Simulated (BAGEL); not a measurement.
# NO (nitric oxide): levels of theory compared

We compute a comparison of 5 runs (UHF/def2-TZVPPD, CASPT2(11,8)/6-31G*, NEVPT2(11,8)/6-31G*, CASPT2(11,8)/def2-TZVPPD, NEVPT2(11,8)/def2-TZVPPD) of NO (nitric oxide). 

The calculation is run with BAGEL 1.2.2.

1 further run of the same task is left out (set aside as unsound or not needed). Runs told in other sessions of the task aren't counted.

**1. The structure to begin with**

NO has 2 atoms, charge 0, and is taken as a doublet. As SMILES, `[N]=O`. The N1–O2 distance was set to 2.052 Å, away from the relaxed value.

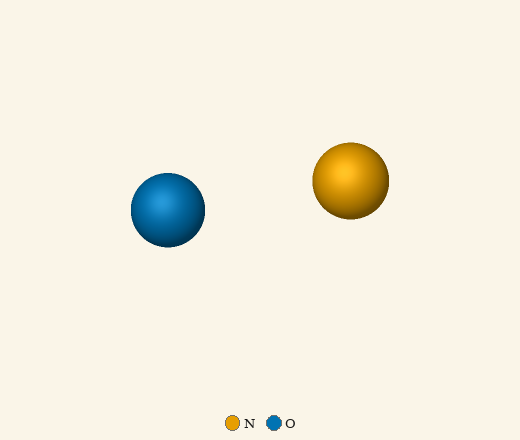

Viewed from a chosen angle; nitrogen amber, oxygen blue.

**2. A single-point energy at UHF/def2-TZVPPD (density fitting with cc-pvqz-jkfit) (run 1)**

Contents of calc.json:

```json
{ "bagel" : [

{
  "title" : "molecule",
  "basis" : "def2-tzvppd.json",
  "df_basis" : "cc-pvqz-jkfit",
  "angstrom" : true,
  "geometry" : [
    { "atom" : "N", "xyz" : [      -1.257450,       0.460292,      -0.634393 ] },
    { "atom" : "O", "xyz" : [       0.483620,      -0.177030,       0.243990 ] }
  ]
},

{ "title" : "uhf", "nopen" : 1 },

{ "title" : "print", "file" : "orbitals.molden", "orbitals" : true }

]}
```

The basis set def2-TZVPPD is read from a file made from the Basis Set Exchange's data (not shown).

On the command line:

```sh
$ BAGEL_NUM_THREADS=1 BAGEL calc.json > calc.out
```

The log of the run:

```text
* using 1 threads per process

  ===============================================================
  ===============================================================

  *** Geometry ***

  { "atom" : "N", "xyz" : [     -2.376236,      0.869826,     -1.198829 ] },
  { "atom" : "O", "xyz" : [      0.913909,     -0.334538,      0.461074 ] },

  Number of auxiliary basis functions:      212

  Since a DF basis is specified, we compute 2- and 3-index integrals:
    o Being stored without compression. Storage requirement is 0.010 GB

  Number of basis functions:       77
  Number of electrons      :       15

    * METHOD: MOLECULE                             0.05

  *** Open-shell HF ***

  === Nuclear Repulsion ===
    14.4443020541

      * DIIS with orbital gradients will be used.

  === UHF iteration (def2-tzvppd.json) ===
      0       -127.85528689          0.11269608           0.02
      1       -121.37973421          0.21717120           0.02
      2       -114.69309565          0.22992460           0.02
      3       -126.09630187          0.17703153           0.02
      4       -125.40348962          0.17419283           0.02
      5       -125.62103788          0.16299731           0.02
[... 17 lines of this table left out ...]
     23       -129.15279954          0.00000001           0.02
     24       -129.15279954          0.00000001           0.02
    * SCF iteration converged.

    * S^2 (UHF) is 2.6399

    * Permanent dipole moment:
           (    0.060761,    -0.022242,     0.030654) a.u.

    * METHOD: UHF                                  0.49

    * METHOD: PRINT                                0.01

  ===============================================================
```

Wall time 0.68 s (1 thread of Arm Neoverse V1, shared host).

**3. A single-point energy at CASPT2(11,8)/6-31G(d) (density fitting with cc-pvqz-jkfit, spherical functions) (run 2)**

Contents of input.json:

```json
{ "bagel" : [

{
  "title" : "molecule",
  "basis" : "6-31gs.json",
  "df_basis" : "cc-pvqz-jkfit",
  "angstrom" : true,
  "geometry" : [
    { "atom" : "N", "xyz" : [      -1.257450,       0.460292,      -0.634393 ] },
    { "atom" : "O", "xyz" : [       0.483620,      -0.177030,       0.243990 ] }
  ]
},

{ "title" : "hf", "charge" : 1 },

{ "title" : "casscf", "nstate" : 1, "nact" : 8, "nclosed" : 2, "nspin" : 1, "maxiter" : 200, "natocc" : true },

{ "title" : "print", "file" : "orbitals.molden", "orbitals" : true },

{ "title" : "smith", "method" : "caspt2", "ms" : true, "xms" : true, "sssr" : true, "shift" : 0.0, "ncore" : 2 }

]}
```

The basis set 6-31G* is read from a file made from the Basis Set Exchange's data (not shown).

On the command line:

```sh
$ BAGEL_NUM_THREADS=1 BAGEL input.json > input.out
```

The log of the run:

```text
* using 1 threads per process

  ===============================================================
  ===============================================================

  *** Geometry ***

  { "atom" : "N", "xyz" : [     -2.376236,      0.869826,     -1.198829 ] },
  { "atom" : "O", "xyz" : [      0.913909,     -0.334538,      0.461074 ] },

  Number of auxiliary basis functions:      212

  Since a DF basis is specified, we compute 2- and 3-index integrals:
    o Being stored without compression. Storage requirement is 0.001 GB

[... 18 lines left out ...]
    * SCF iteration converged.
[... 1 line left out ...]
    * Permanent dipole moment:
[... 22 lines left out ...]
    * Second-order optimization converged. *
[... 77 lines left out ...]
     * ci vector, state   0, <S^2> = 0.7500
[... 36 lines left out ...]
    * Zeroth order energy : state  0       -6.8499598902

    * CASPT2 iteration is performed using redundant basis

      ---- iteration ----

        0    -0.20089975     0.00934890      0.06
        1    -0.20134750     0.00052954      0.06
        2    -0.20135226     0.00007667      0.06
        3    -0.20135230     0.00000475      0.06
        4    -0.20135231     0.00000048      0.05

      -------------------

    * CASPT2 energy : state  0     -129.3697862235
        reference weight              0.9407026054

    * METHOD: SMITH                                1.14

  ===============================================================
```

It took 1.9 s on 1 thread of Arm Neoverse V1, shared host.

**4. The energy at NEVPT2(11,8)/6-31G(d) (density fitting with cc-pvqz-jkfit, spherical functions) (run 3)**

Contents of nevpt2.json:

```json
{ "bagel": [

{
  "title": "molecule",
  "basis": "6-31gs.json",
  "df_basis": "cc-pvqz-jkfit",
  "angstrom": "true",
  "geometry": [
    { "atom": "N", "xyz": [      -1.257450,       0.460292,      -0.634393 ] },
    { "atom": "O", "xyz": [       0.483620,      -0.177030,       0.243990 ] }
  ]
},

{
  "title": "hf",
  "charge": 1
},

{
  "title": "casscf",
  "nstate": 1,
  "nact": 8,
  "nclosed": 2,
  "nspin": 1,
  "maxiter": 200,
  "natocc": "true"
},

{
  "title": "nevpt2",
  "nstate": 1,
  "nact": 8,
  "nclosed": 2,
  "nspin": 1,
  "maxiter": 200,
  "natocc": "true",
  "ncore": 2
},

{
  "title": "print",
  "file": "orbitals.molden",
  "orbitals": "true"
}

]}
```

The basis set 6-31G* is read from a file made from the Basis Set Exchange's data (not shown).

On the command line:

```sh
$ BAGEL_NUM_THREADS=1 BAGEL nevpt2.json > nevpt2.out
```

The log of the run:

```text
* using 1 threads per process

  ===============================================================
  ===============================================================

  *** Geometry ***

  { "atom" : "N", "xyz" : [     -2.376236,      0.869826,     -1.198829 ] },
  { "atom" : "O", "xyz" : [      0.913909,     -0.334538,      0.461074 ] },

  Number of auxiliary basis functions:      212

  Since a DF basis is specified, we compute 2- and 3-index integrals:
    o Being stored without compression. Storage requirement is 0.001 GB

[... 18 lines left out ...]
    * SCF iteration converged.
[... 1 line left out ...]
    * Permanent dipole moment:
[... 22 lines left out ...]
    * Second-order optimization converged. *
[... 77 lines left out ...]
     * ci vector, state   0, <S^2> = 0.7500
[... 23 lines left out ...]
    * METHOD: CASSCF                               0.59

    * freezing 2 orbitals

  === DF-NEVPT2 calculation ===

    * 3-index integral transformation done
    * assembly done

      NEVPT2 correlation energy:   -0.1719463037      0.01

          (+0)      0.0000000000
          (+0)'     0.0000000000
          (+1)      0.0000000000
          (+1)'     0.0000000000
          (+2)      0.0000000000
          (-1)      0.0000000000
          (-1)'    -0.0794236062
          (-2)     -0.0925226974

      NEVPT2 total energy:       -129.3403802220

    * METHOD: NEVPT2                               7.84

    * METHOD: PRINT                                0.00

  ===============================================================
```

Run time: 8.7 s. Hardware: 1 thread of Arm Neoverse V1, shared host; peak memory 0.48 GiB.

Run 4 isn't shown in full; the table further down has it.

**5. A single-point energy at NEVPT2(11,8)/def2-TZVPPD (density fitting with cc-pvqz-jkfit) (run 5)**

Contents of job.json:

```json
{ "bagel" : [

{
  "title" : "molecule",
  "basis" : "def2-tzvppd.json",
  "df_basis" : "cc-pvqz-jkfit",
  "angstrom" : true,
  "geometry" : [
    { "atom" : "N", "xyz" : [      -1.257450,       0.460292,      -0.634393 ] },
    { "atom" : "O", "xyz" : [       0.483620,      -0.177030,       0.243990 ] }
  ]
},

{ "title" : "hf", "charge" : 1 },

{ "title" : "casscf", "nstate" : 1, "nact" : 8, "nclosed" : 2, "charge" : 0, "nspin" : 1, "maxiter" : 200, "natocc" : true },

{
  "title" : "nevpt2",
  "nstate" : 1,
  "nact" : 8,
  "nclosed" : 2,
  "charge" : 0,
  "nspin" : 1,
  "maxiter" : 200,
  "natocc" : true,
  "ncore" : 2
},

{ "title" : "print", "file" : "orbitals.molden", "orbitals" : true }

]}
```

The basis set def2-TZVPPD is read from a file made from the Basis Set Exchange's data (not shown).

On the command line:

```sh
$ BAGEL_NUM_THREADS=1 BAGEL job.json > job.out
```

The log of the run:

```text
* using 1 threads per process

  ===============================================================
  ===============================================================

  *** Geometry ***

  { "atom" : "N", "xyz" : [     -2.376236,      0.869826,     -1.198829 ] },
  { "atom" : "O", "xyz" : [      0.913909,     -0.334538,      0.461074 ] },

  Number of auxiliary basis functions:      212

  Since a DF basis is specified, we compute 2- and 3-index integrals:
    o Being stored without compression. Storage requirement is 0.010 GB

[... 18 lines left out ...]
    * SCF iteration converged.
[... 1 line left out ...]
    * Permanent dipole moment:
[... 22 lines left out ...]
    * Second-order optimization converged. *
[... 75 lines left out ...]
     * ci vector, state   0, <S^2> = 0.7500
[... 23 lines left out ...]
    * METHOD: CASSCF                               1.01

    * freezing 2 orbitals

  === DF-NEVPT2 calculation ===

    * 3-index integral transformation done
    * assembly done

      NEVPT2 correlation energy:   -0.2454442357      0.06

          (+0)      0.0000000000
          (+0)'     0.0000000000
          (+1)      0.0000000000
          (+1)'     0.0000000000
          (+2)      0.0000000000
          (-1)      0.0000000000
          (-1)'    -0.0935191634
          (-2)     -0.1519250723

      NEVPT2 total energy:       -129.4621803235

    * METHOD: NEVPT2                               7.76

    * METHOD: PRINT                                0.02

  ===============================================================
```

Wall time 9.3 s (1 thread of Arm Neoverse V1, shared host); peak memory 0.49 GiB.

**6. The series**

| run | level | iteration cap | active rule | energy (Eh) | wall time |
| --- | --- | --- | --- | --- | --- |
| 1 | UHF/def2-TZVPPD (density fitting with cc-pvqz-jkfit) | – | – | -129.152800 | 0.68 s |
| 2 | CASPT2(11,8)/6-31G* (density fitting with cc-pvqz-jkfit, spherical functions) | 200 | valence | -129.369786 | 1.9 s |
| 3 | NEVPT2(11,8)/6-31G* (density fitting with cc-pvqz-jkfit, spherical functions) | 200 | valence | -129.340380 | 8.7 s |
| 4 | CASPT2(11,8)/def2-TZVPPD (density fitting with cc-pvqz-jkfit) | 200 | valence | -129.501179 | 3.6 s |
| 5 | NEVPT2(11,8)/def2-TZVPPD (density fitting with cc-pvqz-jkfit) | 200 | valence | -129.462180 | 9.3 s |

**7. Summary of results**

| quantity | value |
| --- | --- |
| run 5: total energy | -129.46218 Eh |

What this shows: Below the UHF energy at the same shape and in the same basis (def2-TZVPPD): CASPT2(11,8) -348.4 mEh; NEVPT2(11,8) -309.4 mEh. Spin contamination of the reference: run 1 ⟨S²⟩ = 2.64. Where it is this large, the reference is a mixture of spin states, and values that rest on it are in doubt. All runs together took 24 s, the longest 9.3 s.
